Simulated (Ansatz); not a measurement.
# (AlN)2(GaN)2 [0001] superlattice, started as wurtzite: from the cell to its phonons, part 2 of 2

How does (AlN)2(GaN)2 [0001] superlattice, started as wurtzite vibrate, and is this structure a minimum?

Ansatz 0.2.0; DFT LDA, scalar-relativistic, plane waves, PAW.

So far. Step 4 (Relaxing to small forces for the phonons): The largest force component left is 0.76 meV/Å and the pressure is -0.003 GPa, within the tolerances set. The cell now holds 10.64 Å³/atom. The relaxed cell has a = 3.120, c = 10.097 Å (conventional setting).

The structure was built from a prototype and need not be the compound's stable phase.

## Step 5: Zone-centre response

The zone centre is the only wavevector solved here; it holds the modes that light can see, as far as symmetry allows. The response to a homogeneous field gives the Born charges and the dielectric tensor, and its change with displacement the Raman tensors.

input.yaml reads:

```yaml
crystal:
  lattice:
    - [3.1197346043, 0.0, 0.0]
    - [-1.5598673021, 2.7017694204, 0.0]
    - [0.0, 0.0, 10.0972121685]
  atoms:
    - { symbol: Al, position: [0.3333333333, 0.6666666667, 0.0016839804] }
    - { symbol: Al, position: [0.6666666667, 0.3333333333, 0.2456833048] }
    - { symbol: Ga, position: [0.3333333333, 0.6666666667, 0.4965970347] }
    - { symbol: Ga, position: [0.6666666667, 0.3333333333, 0.7523237246] }
    - { symbol: "N", position: [0.3333333333, 0.6666666667, 0.1881245005] }
    - { symbol: "N", position: [0.6666666667, 0.3333333333, 0.432194973] }
    - { symbol: "N", position: [0.3333333333, 0.6666666667, 0.6885611609] }
    - { symbol: "N", position: [0.6666666667, 0.3333333333, 0.9448313211] }
kpoints:
  mp_grid: { grid: [9, 9, 2] }
hamiltonian:
  xc: lda
scf:
  occupations: { method: fixed }
output:
  eigenvalues: true
phonons:
  method: dfpt
  dielectric: true
  rigid_motions: translations
  raman: true
```

Launch:

```sh
$ ansatz run input.yaml --threads 4 --pin off --max-ram 14336MiB --backend cpu --events-out ev --progress --plain --runs-dir out
```

Numbers of over 12 decimals in the logs are rounded to 6 here.

The program printed:

```text
[...]
Crystal: 8 atoms, lattice volume = 85.107 Å³
Basis set: ecut = 420 eV, 1653 PW (Γ), exchange–correlation on 48×48×144 points (8 copies of the dense FFT grid, shifted against one another)
Bands: 34, of which v1, the nominal top of the filled ones, is band 26 counted from 1 (25 counted from 0)
Symmetry: 6 space group operations
k-points: 50 of 162 (irreducible under 2 space group operations, time reversal used)
[...]
SCF iter   1: F=—  HF=-9943.893484 eV  |F-HF|=—  |Δ(HF+E_count)|=         —  Δρ=1.15e-2  dr2=1.25e-1  ethr=1.77e-3  ⟨swp⟩=4.6  Hψ=6172  notcnv=0  defer=276
[...]
SCF iter  11: F=-9943.855569 eV  HF=-9943.855569 eV  |F-HF|=7.28e-12  |Δ(HF+E_count)|=  9.09e-11  Δρ=1.02e-7  dr2=1.06e-11  ethr=1.00e-12  ⟨swp⟩=10.8  Hψ=11026  notcnv=0
SCF 1 converged in 11 iterations: F = -9943.855569 eV  dr2 = 1.06e-11
[...]
NSCF: frozen V_eff on 4 k-points
DFPT response loops at Γ: preconditioner auto → Resta (q_TF=auto, 2.513 Å⁻¹)  ε∞=4.5 (no band partly filled); β = 1.00, the filter's whole step (`scf.mixing.beta` (0.50) is not read by the response loops at its default; to damp them type it under 1.00, their step now; it binds the ground state too); Broyden in place of MSR1
── the response to a field inside a basis, on 12×12×4 k-points: an SCF that follows is theirs, and a resumed run solves both again ──
Bands: 27, of which v1, the nominal top of the filled ones, is band 26 counted from 1 (25 counted from 0)
k-points: 156
[...]
Eigensolver: Dense (156 Hₖ)
SCF iter   1: F=—  HF=-9943.796960 eV  |F-HF|=—  |Δ(HF+E_count)|=         —  Δρ=4.42e-4  dr2=4.79e-5  ethr=1.00e-1
[...]
SCF iter   8: F=-9943.796955 eV  HF=-9943.796955 eV  |F-HF|=3.64e-12  |Δ(HF+E_count)|=  2.91e-11  Δρ=1.29e-7  dr2=1.36e-11  ethr=1.00e-12
SCF 1 converged in 8 iterations: F = -9943.796955 eV  dr2 = 1.36e-11
[...]
WARN: field response: ε∞ stands inside a basis, on 12×12×4 points; the force constants stand on the 9×9×2 k-mesh, whose period is 11.22 times the interband length at k = (0.0000, 0.0000, 0.0000), direct gap 2.970 eV, under 14: take them and everything formed from them as unconverged, and compare with a denser kpoints.mp_grid
SCF converged after 11 iterations
Free energy (F): -9943.855569 eV
[...]
Internal energy: -9943.855569 eV  (E = F + TS)
E sigma→0 (E₀):  -9943.855569 eV
Fermi energy:    8.672838 eV
[...]
--- Band table (eV; the first three rows and the last of 50) ---
  k-point 0: bands = [... 22 lower, 8.1575, 8.4941, 8.6728, 8.6728, 11.6425, 13.4757, 14.0909, 14.6267, ... 4 higher]
  k-point 1: bands = [... 22 lower, 8.2084, 8.2084, 8.6556, 8.6556, 12.3657, 12.9758, 13.9476, 14.6628, ... 4 higher]
  k-point 2: bands = [... 22 lower, 7.8469, 7.9470, 8.4017, 8.5373, 12.3726, 14.0875, 14.5467, 15.0877, ... 4 higher]
  k-point 49: bands = [... 22 lower, 6.4136, 6.5422, 7.4043, 7.5566, 14.5303, 14.5933, 15.0066, 15.1804, ... 4 higher]
--- Phonons (Γ-DFPT): 16 representative perturbations + reference, on 50 of 162 k-points (Σ response iterations 56) ---
  k mesh reduced under 2 symmetry operations, with k and −k counted as one. Each operation leaves every solved perturbation unchanged. A smaller set is not considered because the run solves the response to a homogeneous field
  ASR residual: 4.212e-5 → 0.000e0 eV/Å²; symmetrization residual: 7.917e-6 eV/Å²
  ASR residual per site (eV/Å²): 2.00e-5 1.52e-5 1.15e-5 3.81e-5 3.65e-5 4.21e-5 2.17e-5 1.22e-5
  Γ frequencies (cm⁻¹): 0.00 0.00 0.00 119.09 119.09 138.13 138.13 207.89 207.89 262.76 296.24 465.14 577.73 578.68 578.68 586.76 586.76 642.47 642.47 652.51 652.51 709.54 781.27 784.91
  ε∞ (high-frequency dielectric tensor):
        4.976533    -0.000000     0.000000
       -0.000000     4.976533     0.000000
        0.000000     0.000000     5.141862
  ε⁰ (static dielectric tensor: ions relaxed, cell fixed):
        8.822700    -0.000000     0.000000
       -0.000000     8.822700     0.000000
        0.000000     0.000000    10.061178
  ε⁰ − ε∞ (ionic part):
        3.846167    -0.000000     0.000000
       -0.000000     3.846167    -0.000000
        0.000000    -0.000000     4.919316
  softest optical mode at Γ: 119.09 cm⁻¹; the repairs (sum rule, projections) moved no ω² at Γ by more than (2.12 cm⁻¹)²
  Born effective charges Z* (e; rows j = field, columns β = displacement):
    site 0:
         2.52609   -0.00000    0.00000
         0.00000    2.52609    0.00000
         0.00000    0.00000    2.71330
    site 1:
         2.51461    0.00000    0.00000
        -0.00000    2.51461    0.00000
         0.00000    0.00000    3.07566
    site 2:
         2.58473   -0.00000    0.00000
         0.00000    2.58473    0.00000
         0.00000    0.00000    2.64533
    site 3:
         2.58341   -0.00000    0.00000
        -0.00000    2.58341    0.00000
         0.00000    0.00000    2.37408
    site 4:
        -2.53822    0.00000   -0.00000
        -0.00000   -2.53822   -0.00000
        -0.00000   -0.00000   -2.92276
    site 5:
        -2.62930    0.00000   -0.00000
         0.00000   -2.62930   -0.00000
        -0.00000   -0.00000   -2.65395
    site 6:
        -2.56962    0.00000   -0.00000
         0.00000   -2.56962   -0.00000
        -0.00000   -0.00000   -2.48502
    site 7:
        -2.47170    0.00000   -0.00000
        -0.00000   -2.47170   -0.00000
        -0.00000   -0.00000   -2.74664
  Z* charge neutrality: 9.887e-3 e pre-enforcement
  solved inside a basis spanned on kpoints, on 12×12×4 k-points transformed towards the longest dipole: ε∞ is read to err by 2.1e-2, Z* by 1.7e-2 e (field_mesh: kpoints solves on kpoints); Z* is corrected for what the basis lacks
  Raman tensors (in the event stream and the table raman_tensors.tsv): an entry may err by 1.9e-1 Å², one of the second-order susceptibility by 7.6e-2 pm/V (basis, points and sum rule); their sum over the sites missed zero by 5.412e-4 Å² ahead of its enforcement
  optical modes at Γ without the LO–TO term, one row a degenerate level:
      ω (cm⁻¹)  modes    IR ((D/Å)²/amu)  static Raman (Å⁴/amu)  depolarisation
        119.09      2             0.0000                 0.3771           0.750
        138.13      2             0.0154                 1.1543           0.750
        207.89      2             0.0001                 0.4205           0.750
        262.76      1             0.1616                 3.2859           0.097
        296.24      1             0.3762                 1.6745           0.695
        465.14      1             0.5873                 4.1616           0.188
        577.73      1            58.4006                36.8817           0.746
        578.68      2            45.3305                14.3671           0.750
        586.76      2             5.6441                20.5184           0.750
        642.47      2             9.0022                23.4546           0.750
        652.51      2            56.4445                 7.9612           0.750
        709.54      1             0.1480                 1.3267           0.036
        781.27      1             4.5010                10.6357           0.141
        784.91      1             2.6578                 1.2005           0.313
  optical modes at Γ + LO–TO along q̂ = [1.0000, 0.0000, 0.0000]:
      ω (cm⁻¹)  modes    IR ((D/Å)²/amu)  static Raman (Å⁴/amu)  depolarisation
        119.09      1             0.0000                 0.1885           0.750
        119.09      1             0.0000                 0.1886           0.750
        138.13      1             0.0077                 0.5771           0.750
        138.21      1             0.0023                 0.5944           0.750
        207.89      1             0.0000                 0.2102           0.750
        207.89      1             0.0000                 0.2097           0.750
        262.76      1             0.1616                 3.2859           0.097
        296.24      1             0.3762                 1.6745           0.695
        465.14      1             0.5873                 4.1616           0.188
        577.73      1            58.4006                36.8817           0.746
        578.68      1            22.6652                 7.1836           0.750
        585.66      1             0.0193                12.0312           0.750
        586.76      1             2.8221                10.2592           0.750
        606.99      1             1.1003                 0.8403           0.750
        642.47      1             4.5011                11.7273           0.750
        643.92      1             0.0260                12.2803           0.750
        652.51      1            28.2222                 3.9806           0.750
        709.54      1             0.1480                 1.3267           0.036
        781.27      1             4.5010                10.6357           0.141
        784.91      1             2.6578                 1.2005           0.313
        827.52      1            57.0705                12.7511           0.750
  optical modes at Γ + LO–TO along q̂ = [0.0000, 1.0000, 0.0000]:
      ω (cm⁻¹)  modes    IR ((D/Å)²/amu)  static Raman (Å⁴/amu)  depolarisation
        119.09      1             0.0000                 0.1885           0.750
        119.09      1             0.0000                 0.1886           0.750
        138.13      1             0.0077                 0.5771           0.750
        138.21      1             0.0023                 0.5944           0.750
        207.89      1             0.0000                 0.2102           0.750
[...]
optical modes at Γ + LO–TO along q̂ = [0.0000, 0.0000, 1.0000]:
      ω (cm⁻¹)  modes    IR ((D/Å)²/amu)  static Raman (Å⁴/amu)  depolarisation
[...]
207.89      2             0.0001                 0.4205           0.750
        263.42      1             0.0315                 2.9124           0.061
        297.64      1             0.0767                 1.0996           0.664
        466.02      1             0.0474                 3.2173           0.097
        578.68      2            45.3305                14.3671           0.750
        586.76      2             5.6441                20.5184           0.750
        642.47      2             9.0022                23.4546           0.750
        652.51      2            56.4445                 7.9612           0.750
        708.26      1             0.8861                 2.8596           0.125
        731.50      1            15.0541                17.6282           0.568
        783.56      1             0.0444                 8.4684           0.219
        858.32      1            50.6924                21.9280           0.748
```

The job ended after 12 min (4 threads of Arm Neoverse V2, shared host; peak memory 3.1 GiB).

This step gave:

```yaml
sum_rule_residual_before_enforcement: 4.21e-5 eV/Å²
miss_of_the_charge_sum_rule: 0.009887 e
estimated_error_of_the_dielectric_tensor: 0.02070
estimated_error_of_the_born_charges: 0.01742 e
point_group: 3m
highest_optical_mode_at_the_zone_centre_no_lo_to_term: 784.9 cm⁻¹
lowest_optical_zone_centre_mode: 119.1 cm⁻¹
mean_high_frequency_dielectric_constant: 5.032
largest_born_charge_third_of_the_trace: 2.702 e
mean_static_dielectric_constant: 9.236
top_of_the_zone_centre_spectrum_with_the_field: 858.3 cm⁻¹
```

Without the LO-TO term. Patterns of degenerate modes are one choice out of their space. Modes at Γ, with each element's share of the kinetic energy:

| mode | frequency (cm⁻¹) | symmetry | Al % | Ga % | N % |
| --- | --- | --- | --- | --- | --- |
| 1 | 0.0 | acoustic | 22 | 56 | 22 |
| 2 | 0.0 | acoustic | 22 | 56 | 22 |
| 3 | 0.0 | acoustic | 22 | 56 | 22 |
| 4 | 119.1 | E | 5 | 80 | 15 |
| 5 | 119.1 | E | 5 | 80 | 15 |
| 6 | 138.1 | E | 45 | 29 | 26 |
| 7 | 138.1 | E | 45 | 29 | 26 |
| 8 | 207.9 | E | 65 | 7 | 29 |
| 9 | 207.9 | E | 65 | 7 | 29 |
| 10 | 262.8 | A1 | 8 | 81 | 11 |
| 11 | 296.2 | A1 | 43 | 33 | 24 |
| 12 | 465.1 | A1 | 68 | 17 | 16 |
| 13 | 577.7 | A1 | 16 | 8 | 76 |
| 14 | 578.7 | E | 0 | 15 | 85 |
| 15 | 578.7 | E | 0 | 15 | 85 |
| 16 | 586.8 | E | 0 | 13 | 87 |
| 17 | 586.8 | E | 0 | 13 | 87 |
| 18 | 642.5 | E | 31 | 0 | 69 |
| 19 | 642.5 | E | 31 | 0 | 69 |
| 20 | 652.5 | E | 33 | 0 | 67 |
| 21 | 652.5 | E | 33 | 0 | 67 |
| 22 | 709.5 | A1 | 1 | 0 | 99 |
| 23 | 781.3 | A1 | 19 | 3 | 77 |
| 24 | 784.9 | A1 | 23 | 3 | 75 |

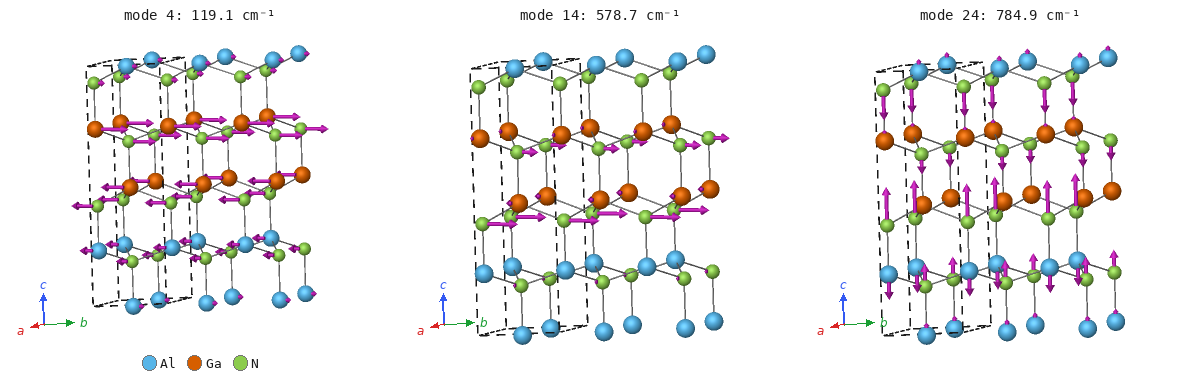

Displacement patterns of modes 4, 14 and 24 at Γ; arrows are exaggerated. 2×3×1 cells are drawn. Some periodic images of atoms are drawn too.

Optical modes at the zone centre, without and with the macroscopic field of the longitudinal modes; each column is sorted by frequency, so a row need not hold one and the same mode. Modes with and without the field, by row:

| rank among optical modes | no field (cm⁻¹) | q along (1, 0, 0) (cm⁻¹) | q along (0, 0, 1) (cm⁻¹) |
| --- | --- | --- | --- |
| 1 | 119.1 | 119.1 | 119.1 |
| 2 | 119.1 | 119.1 | 119.1 |
| 3 | 138.1 | 138.1 | 138.1 |
| 4 | 138.1 | 138.2 | 138.1 |
| 5 | 207.9 | 207.9 | 207.9 |
| 6 | 207.9 | 207.9 | 207.9 |
| 7 | 262.8 | 262.8 | 263.4 |
| 8 | 296.2 | 296.2 | 297.6 |
| 9 | 465.1 | 465.1 | 466 |
| 10 | 577.7 | 577.7 | 578.7 |
| 11 | 578.7 | 578.7 | 578.7 |
| 12 | 578.7 | 585.7 | 586.8 |
| 13 | 586.8 | 586.8 | 586.8 |
| 14 | 586.8 | 607 | 642.5 |
| 15 | 642.5 | 642.5 | 642.5 |
| 16 | 642.5 | 643.9 | 652.5 |
| 17 | 652.5 | 652.5 | 652.5 |
| 18 | 652.5 | 709.5 | 708.3 |
| 19 | 709.5 | 781.3 | 731.5 |
| 20 | 781.3 | 784.9 | 783.6 |
| 21 | 784.9 | 827.5 | 858.3 |

Born charge (rows field, columns displacement) (e), principal values of the symmetric part by kind of site:

| atom | atoms with these values | low | middle | high | mean |
| --- | --- | --- | --- | --- | --- |
| Al1 | 1 | 2.53 | 2.53 | 2.71 | 2.59 |
| Al2 | 1 | 2.51 | 2.51 | 3.08 | 2.70 |
| Ga3 | 1 | 2.58 | 2.58 | 2.65 | 2.60 |
| Ga4 | 1 | 2.37 | 2.58 | 2.58 | 2.51 |
| N5 | 1 | -2.92 | -2.54 | -2.54 | -2.67 |
| N6 | 1 | -2.65 | -2.63 | -2.63 | -2.64 |
| N7 | 1 | -2.57 | -2.57 | -2.48 | -2.54 |
| N8 | 1 | -2.75 | -2.47 | -2.47 | -2.56 |

In full for N8:

```
-2.47  0.00  0.00
 0.00 -2.47  0.00
 0.00  0.00 -2.75
```

High-frequency dielectric tensor:

```
4.98 0.00 0.00
0.00 4.98 0.00
0.00 0.00 5.14
```

Static dielectric tensor (ions relaxed, fixed cell):

```
 8.82  0.00  0.00
 0.00  8.82  0.00
 0.00  0.00 10.06
```

Transverse modes. Infrared lines, with heights relative to the strongest:

| position (cm⁻¹) | relative intensity |
| --- | --- |
| 119 | 0.0 |
| 138 | 0.0 |
| 208 | 0.0 |
| 263 | 0.3 |
| 296 | 0.6 |
| 465 | 1.0 |
| 578 | 100 |
| 579 | 78 |
| 587 | 10 |
| 642 | 15 |
| 652 | 97 |
| 710 | 0.3 |
| 781 | 7.7 |
| 785 | 4.6 |

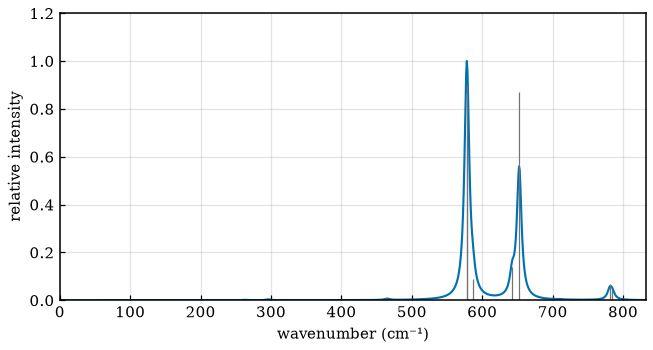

The infrared spectrum, broadened with Lorentzians of width 8 cm⁻¹; bars mark the lines.

Activity x (w_L - w)^4 (n + 1)/w, 532 nm, 300 K; modes without the macroscopic field alone. Lines of the Raman spectrum (strongest = 100):

| position (cm⁻¹) | relative intensity |
| --- | --- |
| 119 | 12 |
| 138 | 28 |
| 208 | 5.1 |
| 263 | 27 |
| 296 | 12 |
| 465 | 15 |
| 578 | 100 |
| 579 | 39 |
| 587 | 55 |
| 642 | 55 |
| 652 | 18 |
| 710 | 2.8 |
| 781 | 20 |
| 785 | 2.2 |

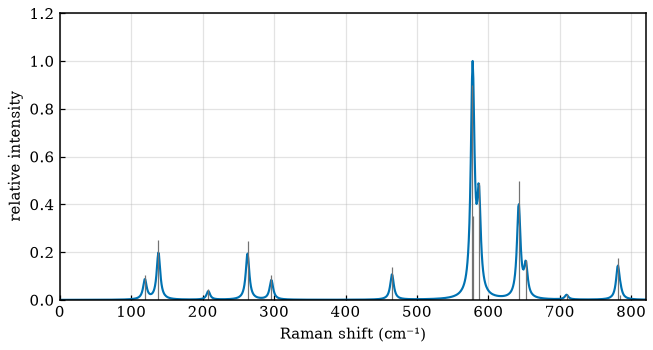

The Raman spectrum, broadened with Lorentzians of width 6 cm⁻¹; bars mark the lines.

Static second-order susceptibility (pm/V), twice the coefficient d of second-harmonic generation. Second order susceptibility, by row:

| field along | xx | yy | zz | yz | xz | xy |
| --- | --- | --- | --- | --- | --- | --- |
| x | 0 | 0 | 0 | 0 | -1.7 | -0.34 |
| y | -0.34 | 0.34 | 0 | -1.7 | 0 | 0 |
| z | -1.7 | -1.7 | -2.11 | 0 | 0 | 0 |

Before it was imposed, the acoustic sum rule was missed by 4.2e-5 eV/Å² and the charge sum rule by 0.0099 e. Small misses are needed for a sound result but don't prove that mesh and cutoff are converged. The lowest optical mode is real, 119 cm⁻¹.

The log warns of the k mesh: “the force constants stand on the 9×9×2 k-mesh, whose period is 11.22 times the interband length at k = (0.0000, 0.0000, 0.0000), direct gap 2.970 eV, under 14: take them and everything formed from them as unconverged”.

## Step 6: Another isotope, element Ga, natural mass 69.723 amu

An isotope changes the mass and not the force constants, so no new electronic calculation is needed; the shifts show which modes move this element.

The same force constants with the mass of Ga changed from 69.723 to 70.925 u (phonopy, no LO-TO term). Both lists are sorted by frequency; levels can cross, so a row need not hold one and the same mode. Modes under 3 cm⁻¹ are left out. Isotope shifts, by row:

| q | rank | natural mass (cm⁻¹) | changed mass (cm⁻¹) |
| --- | --- | --- | --- |
| 0 0 0 | 4 | 119.1 | 118.3 |
| 0 0 0 | 5 | 119.1 | 118.3 |
| 0 0 0 | 6 | 138.1 | 137.8 |
| 0 0 0 | 7 | 138.1 | 137.8 |
| 0 0 0 | 8 | 207.9 | 207.8 |
| 0 0 0 | 9 | 207.9 | 207.8 |
| 0 0 0 | 10 | 262.8 | 260.9 |
| 0 0 0 | 11 | 296.2 | 295.4 |
| 0 0 0 | 12 | 465.1 | 464.5 |
| 0 0 0 | 13 | 577.7 | 577.3 |
| 0 0 0 | 14 | 578.7 | 578 |
| 0 0 0 | 15 | 578.7 | 578 |
| 0 0 0 | 16 | 586.8 | 586.1 |
| 0 0 0 | 17 | 586.8 | 586.1 |
| 0 0 0 | 18 | 642.5 | 642.5 |
| 0 0 0 | 19 | 642.5 | 642.5 |
| 0 0 0 | 20 | 652.5 | 652.5 |
| 0 0 0 | 21 | 652.5 | 652.5 |
| 0 0 0 | 22 | 709.5 | 709.5 |
| 0 0 0 | 23 | 781.3 | 781.1 |
| 0 0 0 | 24 | 784.9 | 784.7 |

A mode of this element alone would shift by -0.85 %. The highest zone-centre frequency without the field goes from 784.9 to 784.7 cm⁻¹ (-0.0 %). The product of the frequency ratios over all optical modes at Γ is 0.964; the product rule, (m/m′)^(3k/2) (M′/M)^(3/2) with k = 2 such atoms and M the mass of the cell, gives 0.964.

## Step 7: Isotope substitution, element N, natural mass 14.007 amu

The same for N, from 14.01 to 15.00 u.

A mode of this element alone would shift by -3.37 %. The highest zone-centre frequency without the field goes from 784.9 to 765.4 cm⁻¹ (-2.5 %). The product of the frequency ratios over all optical modes at Γ is 0.679; the product rule, (m/m′)^(3k/2) (M′/M)^(3/2) with k = 4 such atoms and M the mass of the cell, gives 0.679.

## Step 8: Summary of results

```yaml
space_group_after_relaxation_within_0p01_a: P3m1
volume_per_atom: 10.6 Å³
gap_on_the_k_mesh: 2.97 eV
highest_optical_mode_at_the_zone_centre_no_lo_to_term: 785 cm⁻¹
top_of_the_zone_centre_spectrum_with_the_field: 858 cm⁻¹
lowest_optical_zone_centre_mode: 119 cm⁻¹
mean_high_frequency_dielectric_constant: 5.03
mean_static_dielectric_constant: 9.24
largest_born_charge_third_of_the_trace: 2.70 e
imaginary_modes_at_gamma_the_only_wavevector_solved: none
```

**Reading.** The structure is stable against zone-centre distortions, since no mode there is imaginary; runs at other wavevectors are not part of this account. Without the field, the optical modes at Γ span 119 to 785 cm⁻¹. The dispersion is not part of this account. The highest mode in this list at Γ, 784.9 cm⁻¹, is mostly motion of N (75 % of the kinetic energy). With the macroscopic field of the longitudinal modes the top of the zone-centre spectrum lies at 858 cm⁻¹, against 785 cm⁻¹ without it. Lattice motion raises the mean dielectric constant from 5.032 to 9.236. The strongest infrared line is at 578 cm⁻¹. Averaged over orientations, the strongest Raman line at 532 nm and 300 K is at 578 cm⁻¹, among the modes without the field; their longitudinal partners can be Raman active too. With the field response the log warns that the k mesh is coarse for the force constants too, so the frequencies may not be converged. The starting cell was built on a prototype and not taken from a measurement, so the phase need not exist. These are harmonic frequencies at zero temperature: anharmonic shifts, linewidths and thermal expansion are left out.

[Logs are printed without paths, hosts, clocks, repeated set-up lines and the standing remarks that a program may print on its own settings, such as how far it seeks lower states.]

[Hosts, paths, dates, database ids (printed as entryN), source tags and the programs' standing remarks are cut or masked in the printed files.]
